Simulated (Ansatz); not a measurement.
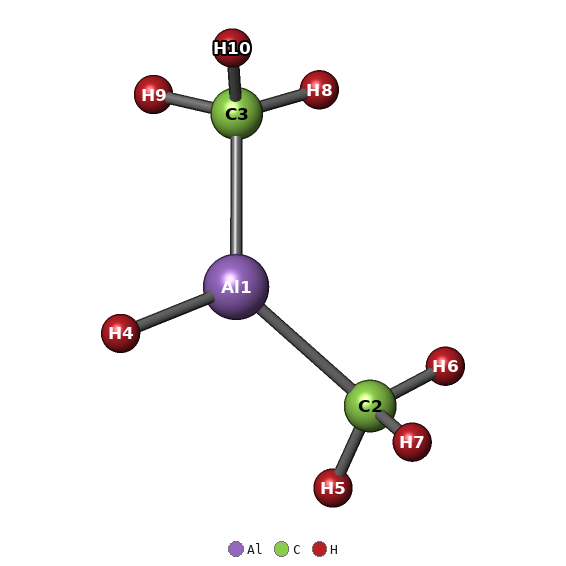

Harmonic vibrations computed with RKS PBE0-D4/def2-TZVP (Ansatz 0.2.0) at a stationary point of the same level.

Is this a minimum or a saddle point?

A minimum: no imaginary frequency, and the lowest mode lies at 30 cm⁻¹.

List the wavenumbers.

24 modes: 30, 41, 176, 380, 508, 537, 568, 678, 710, 739, 782, 1216, 1218, 1434, 1438, 1443, 1444, 1889, 3030, 3030, 3099, 3099, 3127, 3128 cm⁻¹.
